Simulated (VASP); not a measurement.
Ga$_{2}$AsN

Input

```
SYSTEM = Ga2AsN
PREC = Accurate ; ENCUT = 520
EDIFF = 1E-7 ; ISMEAR = -1
SIGMA = 0.02 ; LREAL = .False.
LASPH = .True. ; NELM = 100
ALGO = Normal ; ISIF = 2
LWAVE = .False. ; LCHARG = .True.
GGA = PE ; LELF = .True.
LVHAR = .True. ; NBANDS = 26
```

Command:

```sh
cat potpaw_PBE.64/N/POTCAR potpaw_PBE.64/Ga_d/POTCAR potpaw_PBE.64/As/POTCAR > POTCAR
mpirun -np 1 vasp_std > vasp.out
```

Below, planes, directions and counts refer to the conventional cell (a = 3.50 Å, b = 3.50 Å, c = 4.94 Å, α = 90.00°, β = 90.00°, γ = 90.00°).

Space group P4/mmm; a generated structure, not necessarily the stable one.

All numbers below come from Kohn-Sham DFT of a periodic cell, PBE, VASP PAW PBE potentials, recommended (VASP 6.6.1).

Core electrons are frozen (PAW), and the valence fields are smoothed inside the atomic spheres.

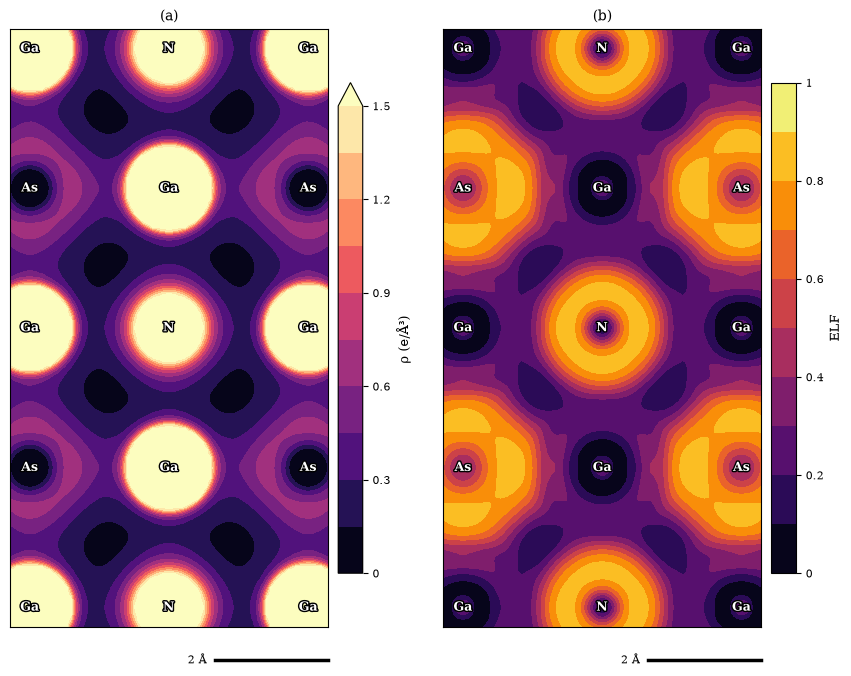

Figure 1. (a) valence electron density; (b) electron localisation function on the (11̄0) plane of the conventional cell.

> What do the fields say about this system?

The plane passes through N, Ga and As nuclei. Ga–N (2.47 Å): ρ is about 0.28 e/Å³ halfway; the ELF peaks at about 0.85 in the valence shell of N, 0.6 Å from its nucleus, and drops to about 0.20 between the two atoms (no shared electron pair shows on this line). Ga–As (2.47 Å): ρ at the midpoint is about 0.45 e/Å³; the ELF is about 0.70 at the midpoint. Between the atoms the lowest density in this plane is 0.11 e/Å³.

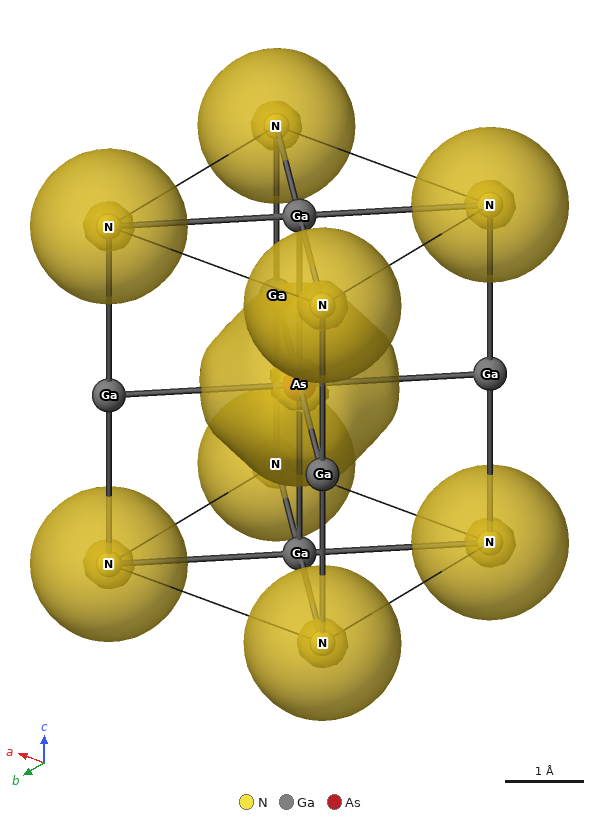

Figure 2. Isosurface of the electron localisation function at 0.6 (yellow), seen at an oblique angle. Only the valence region is drawn (cores and ρ < 0.01 e/Å³ removed). Sticks mark near contacts.

> Identify the bonds, lone pairs and shells in this picture.

At this value the surface marks out one region on As in which the atom's valence shell and bonds are merged and one region wrapped around N (its valence shell), counted in one cell of 4 atoms. Any copies at cell faces, edges or corners count once.
